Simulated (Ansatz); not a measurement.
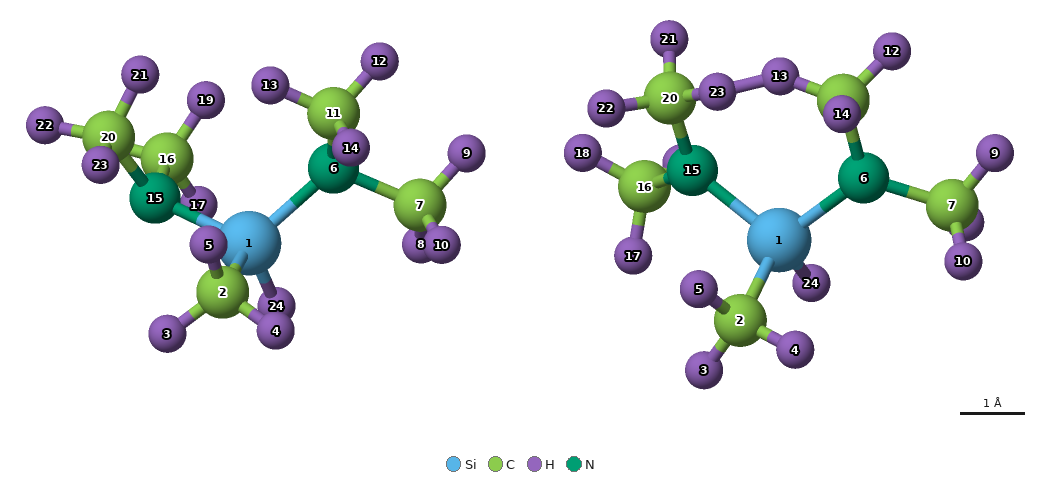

Two geometries of C₅H₁₆N₂Si, drawn at one scale. One is the start of a relaxation, the other its converged end. A ball-and-stick model, seen at a tilt.

Method: RKS r2SCAN-D4/STO-3G (Ansatz). (no spin polarisation; force threshold 0.02 eV/Å; at most 40 steps)

**Which of the two is the end point?**

The left one is the relaxed one. The run prepares the start of a later molecular dynamics calculation, from a guessed geometry. Over 17 geometry steps the energy falls by 211.1 kJ/mol. Largest force component: 2.9 eV/Å at the start, 0.013 eV/Å at the end. The atom that moves furthest after the best rigid fit is H23 (1.92 Å). Largest moves by element: H 1.92 Å, C 0.90 Å, N 0.56 Å, Si 0.23 Å. Some distances before and after: H13–H23 1.021 → 2.967 Å, Si1–N15 1.819 → 1.773 Å, Si1–N6 1.820 → 1.787 Å, N15–C16 1.470 → 1.497 Å. Among the angles between lasting bonds that change: C16–N15–C20 120.0° → 109.1°, Si1–N15–C16 120.0° → 113.2°, Si1–N6–C7 120.0° → 114.5°. Groups turn about Si1–C2 by about 25°. The run took 4.5 min on 1 thread of Arm Neoverse V1 (shared host), peak memory 0.19 GiB.

Limits of the set-up: STO-3G is a minimal basis, so the numbers are rough.
